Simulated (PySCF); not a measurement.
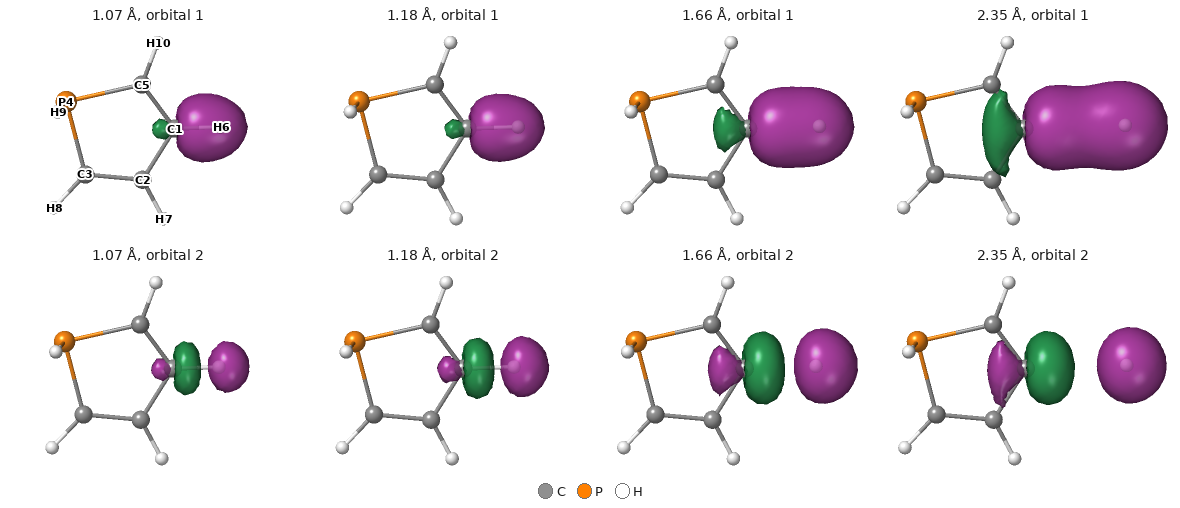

Figure. C4H5P, SMILES `c1cc[pH]c1`. Rigid stretch of the C1–H6 bond. The two CASSCF(2,2) natural orbitals nearest half filling (orbital 1 the more occupied).

Computed with PySCF, 6-31+G* basis, geometry: GFN2-xTB. No frequency check shows the geometry to be a minimum. GFN2-xTB bond lengths at metals and heavier atoms can be off by up to 0.1 Å and shapes distorted, which carries into these values.

**How do the occupations change along the stretch?**

1.07 Å: 1.98 and 0.02; 1.18 Å: 1.98 and 0.02; 1.66 Å: 1.91 and 0.09; 2.35 Å: 1.62 and 0.38. At the longest distance computed (3.00 Å) they are 1.29 and 0.71, and the effective number of unpaired electrons is 1.7.

UHF's ⟨S²⟩ passes 1 along the scan (up to 1.53), so it also polarises electrons outside the stretched bond; its energy lowering isn't due to that bond alone.

UHF already breaks spin symmetry near equilibrium here (⟨S²⟩ = 0.39 at 1.07 Å), for reasons apart from this bond.

**How much energy does the stretch cost?**

By CASSCF, 4.6 eV from the lowest point of the scan (1.07 Å) to 3.00 Å; RHF gives 7.6 eV from its own lowest point. The fragments aren't relaxed and dynamic correlation is missing, so this isn't a bond dissociation energy.

Run time: 7.7 min on 1 thread of Arm Neoverse V1, on a shared host, peak memory 0.28 GiB.
